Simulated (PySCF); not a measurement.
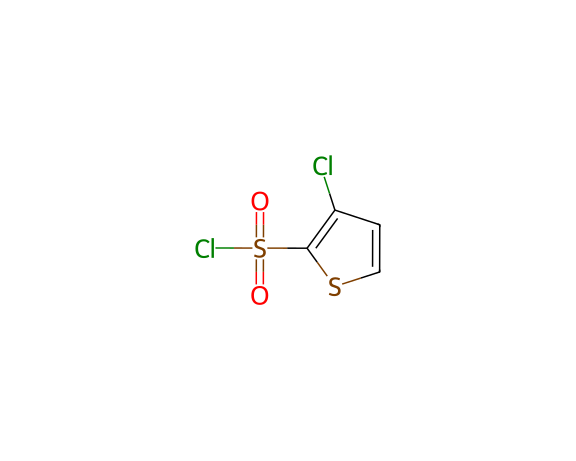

Computed geometry: GFN2-xTB optimisation. No frequency run is at hand to confirm it as a minimum. Method: CAM-B3LYP/def2-SVPD, gas phase (PySCF 2.14.0). Excitations: vertical, linear response.

What does the calculation give?

The species is C₄H₂Cl₂O₂S₂ (`O=S(=O)(Cl)c1sccc1Cl`).
- dipole moment: 5.38 D
- HOMO energy (Kohn–Sham orbital): −9.14 eV
- LUMO energy (Kohn–Sham orbital): −1.35 eV
- HOMO–LUMO gap: 7.79 eV
- mean static polarisability: 114.8 bohr³
- lowest vertical singlet excitation: 5.03 eV
- its oscillator strength: 0.130
